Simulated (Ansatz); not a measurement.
KBr (rock salt)

```
KBr
1.0
    0.00000     3.35261     3.35261
    3.35261     0.00000     3.35261
    3.35261     3.35261     0.00000
Br K
1 1
Direct
  0.00000   0.00000   0.00000
  0.50000   0.50000   0.50000
```

In this cell atom 1 (Br, nearest neighbour K at 3.353 Å; its periodic images, 4.7 Å or more away, move with it) is moved by s along Cartesian [111], unit vector (0.577, 0.577, 0.577); all other atoms and the cell stay fixed.

Computed with PBE (plane waves to 420 eV, PAW, scalar-relativistic; Ansatz, a program for electronic structure). k mesh 7×7×7 (Γ-centred), Fermi-Dirac smearing 0.05 eV. The energy includes the smearing's −TS. F∥ is the force on the atom along that direction. KBr was relaxed with its symmetry unable to fall. The zero of ΔE is the undisplaced structure.

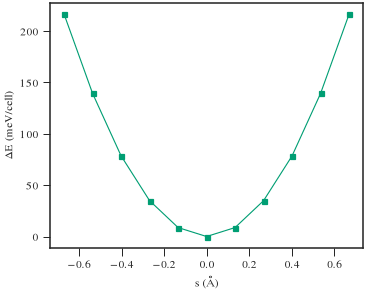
Figure. ΔE (meV/cell) against s (Å); one marker a computed point.

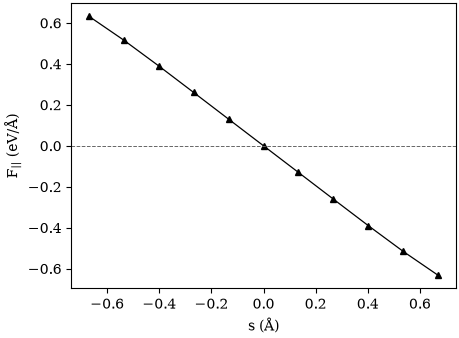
Figure. F∥ (eV/Å) against s (Å); markers are the computed points, lines only join them.

The energy at s = 0.670 Å comes out as 216.4 meV/cell and the force along the line at s = -0.670 Å comes out as 0.633 eV/Å. Harmonic estimate at the end of the scan: ½ks² = 218.0 meV/cell against the computed 216.4 meV/cell, so the well is close to harmonic there. Symmetry of the curve: even: the same for both signs. Shape of the curve: a single well with its minimum at or next to zero displacement.

With its periodic images moving along, the atom's site symmetry in this cell is m-3m.

(A displaced cell: forces are minus the slopes of the energy, force constants its curvatures, and phonons follow from these.)
